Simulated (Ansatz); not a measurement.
Bond-angle distributions (per cent of the angles at each element, bins of 10°) of a relaxed model of amorphous Si12Sb12Te36 at 5.80 g/cm³. The numbers are results of PBE-D3(BJ), scalar-relativistic without spin-orbit coupling, PAW (Ansatz default set, large-core Te) (plane waves to 420 eV; Ansatz, an electronic-structure program), not measurements.

It comes from a melt-quench run on a machine-learned potential (CHGNet), relaxed afterwards by DFT. The hot cell started wider than the set density and was brought back towards it in steps. It is the lowest in DFT energy of 3 quenches. It is a model cell: composition and starting density were chosen by hand, and all elements were melted together. The geometry includes D3(BJ) dispersion. Its density started from a set value of 5.51 and ended at 5.80 g/cm³. The simulated quench (nominally 79 K/ps over its main leg) is rapid and tends to freeze in more defects than a deposited or slowly cooled glass has. Values belong to this one cell and scatter from quench to quench. Volume and shape were free in the relaxation. On a 2×2×2 Γ-centred mesh force components of up to 0.28 eV/Å stay, since the relaxation ran on one k-point at (1/4, 1/4, 1/4).

Cut-offs for bonds: Si-Si 2.64 Å, Si-Sb 3.08 Å, Si-Te 3.04 Å, Sb-Sb 3.34 Å, Sb-Te 3.26 Å, Te-Te 3.31 Å.

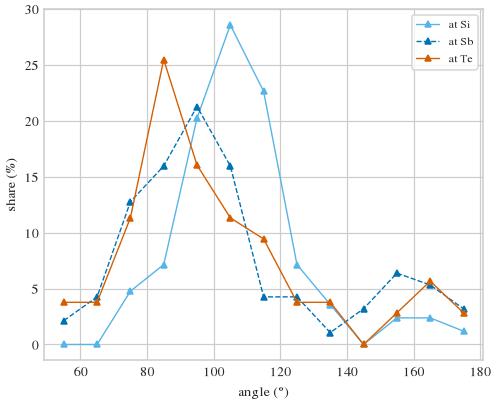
Fig. 1. Bond-angle distributions

They go with these counts of neighbours within the cut-offs, cation contacts included: Si mean 4.2, most often 4; Sb mean 4.4, most often 5; Te mean 2.8, most often 3.
